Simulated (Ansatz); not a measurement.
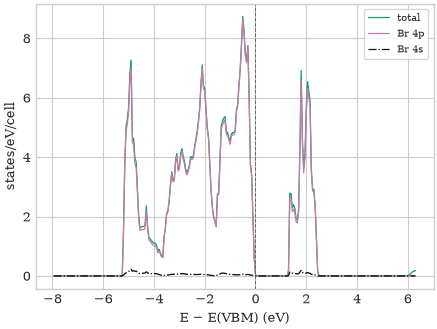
Figure. Total and projected density of states of Br (molecular I2 type, space group No. 64), plane-wave PAW PBE+D3(BJ) (Ansatz code)

Which orbitals carry the states next to the gap?

Top 1 eV of the valence band: Br 4p 99 %. Bottom 1 eV of the conduction band: Br 4p 96 %. Projections are on Löwdin-orthogonalised atomic valence shells; empty p or d shells of many metals are not among them.

Where is the tallest occupied peak in this window, and what makes it?

Near -0.5 eV, about 8.7 states/eV per cell; the largest projected share is Br 4p.

Space group Cmce (molecular I2 type). Symmetry was held in the PBE+D3(BJ) relaxation. The substance is a gas or liquid at ambient conditions; this is its low-temperature solid. Spin–orbit coupling is left out wherever it is not named.

Potentials: the earlier of the program's two PAW sets.
